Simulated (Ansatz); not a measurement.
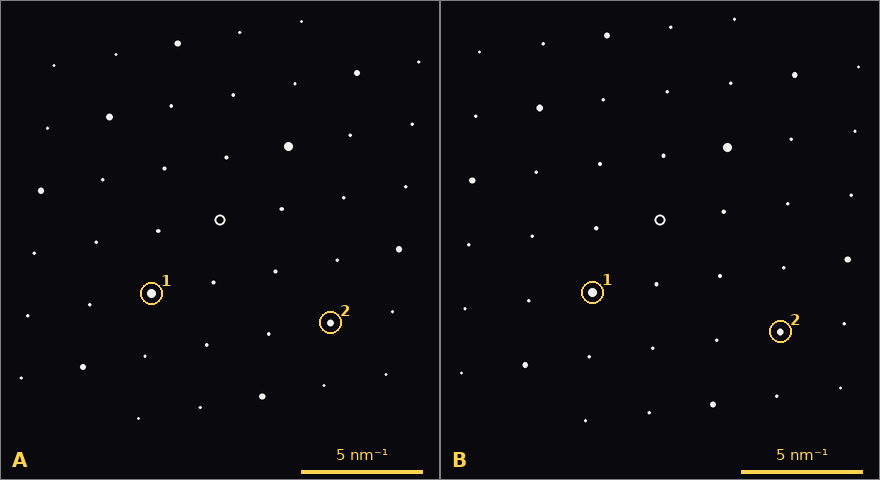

Kinematic electron diffraction patterns (200 kV, B = 0.5 Å², same scale) along [100] of the run's own cell, for the start and the end of one relaxation of Mg3Be with DFT PBE, scalar-relativistic, plane waves, PAW (Ansatz). k mesh 16×16×16. The start is a generated model structure, and the relaxation ends in the nearest stationary point of its symmetry, not necessarily the ground state. Spot 1 is 0 -2 1 and spot 2 is 0 0 -2 in both.

Start structure:

```
CELL_PARAMETERS angstrom
-2.07664 2.07664 4.38814
2.07664 -2.07664 4.38814
2.07664 2.07664 -4.38814
ATOMIC_POSITIONS crystal
Mg 0.50000 0.50000 0.00000
Mg 0.25000 0.75000 0.50000
Mg 0.75000 0.25000 0.50000
Be 0.00000 0.00000 0.00000
```

### Which pattern belongs to the start structure, and which to the relaxed one?

B is the start: its cell gives d(1) = 2.441 Å, d(2) = 1.468 Å and an angle of 90.0°. A is the relaxed structure, with d(1) = 2.403 Å (-1.6 %), d(2) = 1.598 Å (+8.8 %) and 90.0°.

### What did the relaxation do to the structure and the energy?

The volume changed by -1.7 % to 18.60 Å³ an atom; the fractional coordinates hardly changed; the space group stayed I4/mmm (No. 139); the free energy fell by 8.9 meV an atom. Relaxed cell: a = 4.847 Å, b = 4.847 Å, c = 4.847 Å, α = 124.43°, β = 124.43°, γ = 82.48°.
